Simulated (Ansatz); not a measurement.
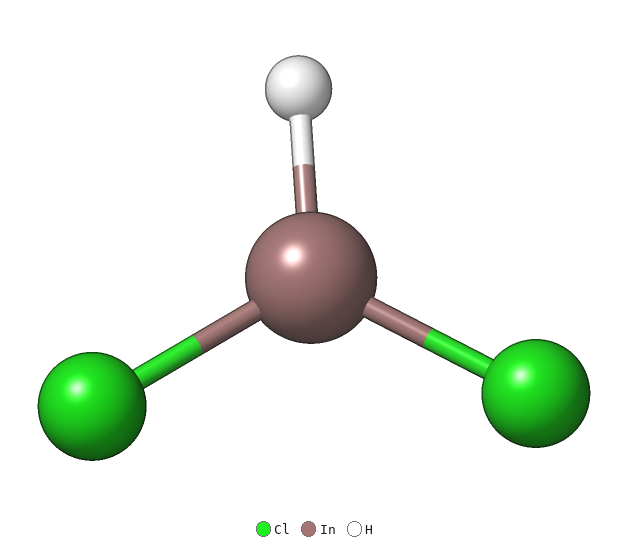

Geometry: atoms displaced at random (about 0.06 Å) from a stationary point of PBE0-D4. Program: Ansatz 0.2.0.

Compare dipole (D) at these levels: PBE-D4/def2-TZVPP; PBE0-D4/def2-TZVPP; RHF-CCSD(T) (frozen core)/def2-TZVPP; r2SCAN-D4/def2-TZVPP; ωB97M-V/def2-TZVPP.

```
                               level  dipole (D)
                   PBE-D4/def2-TZVPP        1.95
                  PBE0-D4/def2-TZVPP        2.08
RHF-CCSD(T) (frozen core)/def2-TZVPP        2.05
                r2SCAN-D4/def2-TZVPP        2.07
                  ωB97M-V/def2-TZVPP        2.07
```
